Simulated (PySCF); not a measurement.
# Ho: dipole response in ANO-RCC-VTZP

How polarisable is Ho at the levels listed below?

Program: PySCF 2.14.0. Level of theory: unrestricted determinants in a Gaussian basis, no spin-orbit coupling in the energies. These are calculated values, not measurements, unless marked.

### 1 The atom as given

```
Element     : holmium (Z = 67)
Basis       : ANO-RCC-VTZP
Hamiltonian : scalar relativity by spin-free X2C-1e
State 1     : Ho: [Xe] 4f11 6s2, one real determinant
Methods     : UHF
```

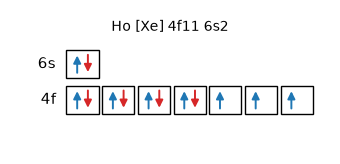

The shells outside the core, filled by Hund's rule for the drawing.

The runs were made by one driver on top of PySCF. The scripts below sum up each run's settings (the driver also hands on starting orbitals that pick excited configurations, and frozen orbitals as a list rather than a count), and the logs come from the driver's own runs. The driver starts from symmetry-adapted Hartree-Fock orbitals, holds the occupation by maximum overlap and uses a logarithmic radial grid for functionals, so a plain start would take other cycles.

The integrals over 104 functions and the set-up took 34 s of CPU time.

### 2 Ho: UHF

#### UHF

input.py reads:

```python
from pyscf import gto, scf, dft, mp, cc
import basis_set_exchange as bse
mol = gto.M(atom="Ho 0 0 0", charge=0, spin=3, symmetry="D2h",
            basis=gto.basis.parse(bse.get_basis("ANO-RCC-VTZP", elements=["Ho"], fmt="nwchem")),
            nucmod="G")
mf = scf.UHF(mol).sfx2c1e()
mf.irrep_nelec = {'Ag': (10, 10), 'B1g': (2, 2), 'B2g': (2, 2), 'B3g': (2, 2), 'Au': (1, 1), 'B1u': (6, 6), 'B2u': (6, 5), 'B3u': (6, 4)}
mf.kernel()
```

Output:

```text
damping factor = 0
level_shift factor = 0
DIIS = <class 'pyscf.scf.diis.CDIIS'>
diis_start_cycle = 1
diis_space = 10
diis_damp = 0
SCF conv_tol = 1e-09
SCF conv_tol_grad = None
number electrons alpha = 35  beta = 32
cycle= 1 E= -12610.8414337725  delta_E= -0.00918  |g|= 0.0333  |ddm|= 0.0328
cycle= 2 E= -12610.8415146796  delta_E= -8.09e-05  |g|= 0.00459  |ddm|= 0.00436
cycle= 3 E= -12610.8415164317  delta_E= -1.75e-06  |g|= 0.00439  |ddm|= 0.00198
cycle= 4 E= -12610.8415183487  delta_E= -1.92e-06  |g|= 0.000581  |ddm|= 0.000849
cycle= 5 E= -12610.8415186587  delta_E= -3.1e-07  |g|= 0.000146  |ddm|= 0.000916
cycle= 6 E= -12610.8415187151  delta_E= -5.64e-08  |g|= 6.63e-05  |ddm|= 0.000494
cycle= 7 E= -12610.8415187391  delta_E= -2.4e-08  |g|= 3.58e-05  |ddm|= 0.000388
cycle= 8 E= -12610.8415187513  delta_E= -1.23e-08  |g|= 1.14e-05  |ddm|= 0.00042
cycle= 9 E= -12610.8415187526  delta_E= -1.23e-09  |g|= 3.47e-06  |ddm|= 0.000142
cycle= 10 E= -12610.8415187526  delta_E= -6.18e-11  |g|= 1.03e-06  |ddm|= 3.52e-05
converged SCF energy = -12610.8415187526  <S^2> = 3.7554316  2S+1 = 4.0027149
```

It used 35 s of CPU time after the integrals (shared host).

Orbital energies by shell (radii are means over both spins):

```
shell  electrons  mean orbital energy (eV)  spread (eV)  rms radius (bohr)
 1s α          1                  -55885.8            0             0.0236
 1s β          1                  -55885.8            0             0.0236
 2s α          1                   -9474.2            0             0.0952
 2s β          1                   -9474.1            0             0.0952
 2p α          3                   -8404.9        0.064             0.0859
 2p β          3                   -8404.8        0.058             0.0859
 3s α          1                   -2170.4            0              0.245
 3s β          1                   -2168.2            0              0.245
 3p α          3                   -1835.9        0.368              0.245
 3p β          3                   -1833.4        0.179              0.245
 3d α          5                   -1402.0        0.466              0.225
 3d β          5                   -1399.3        0.526              0.225
 4s α          1                   -456.67            0              0.552
 4s β          1                   -451.07            0              0.552
 4p α          3                   -343.96        0.597              0.587
 4p β          3                   -337.77        0.134              0.587
 4d α          5                   -187.42        0.957              0.646
 4d β          5                   -179.44        1.893              0.646
 5s α          1                   -62.301            0               1.38
 5s β          1                   -60.379            0               1.38
 5p α          3                   -32.950        0.247               1.65
 5p β          3                   -31.545        0.114               1.65
 4f α          7                   -14.964        1.379              0.930
 4f β          4                   -11.709        1.862              0.930
 6s α          1                    -5.201            0               4.72
 6s β          1                    -5.120            0               4.72
```

⟨S²⟩ = 3.755, ⟨L²⟩ = 34.03.

The driver then solved the coupled dipole response at imaginary frequencies: mean α = 198.6 bohr³ (xx, yy, zz: 198.4, 198.4, 199.1), C₆ = 3321 au for a like pair.

⟨L²⟩ = 34.03 against 42 for a pure I term, so this real determinant mixes terms. Spin-orbit coupling, absent here, splits the open shell strongly.

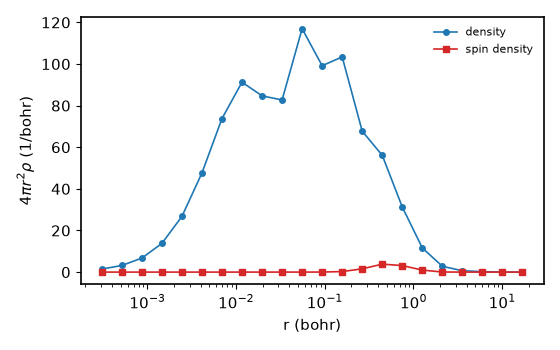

Radial density 4πr²ρ of Ho at UHF, without picture-change correction, at 22 stored radii joined by straight lines.

### 3 The response side by side

Ho, in atomic units:

```
method  mean α  C₆ (like pair)  S(−4)
   UHF   198.6            3321  17470
```

Reference α: 165 ± 10 bohr³ (recommended; Schwerdtfeger and Nagle, table of static dipole polarizabilities (2023 update)). Published C₆: 2280 (Gould and Bucko (2016)).

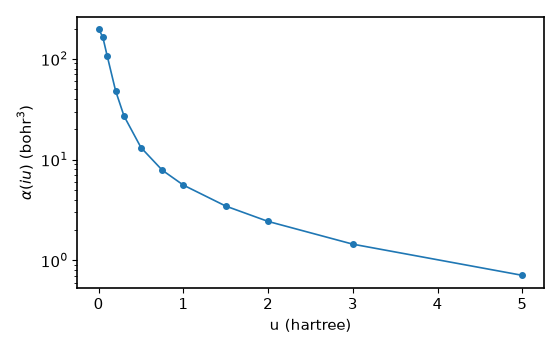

α(iu) of Ho, the polarisability at imaginary frequency, on a logarithmic scale.

### 4 Summary of results

```
quantity                               value
 α of Ho  198.6 (UHF) bohr³; reference 165.0
```

What this shows: For Ho UHF differs from the reference by +20 %. All values hold for this basis alone; no basis-set limit was taken.
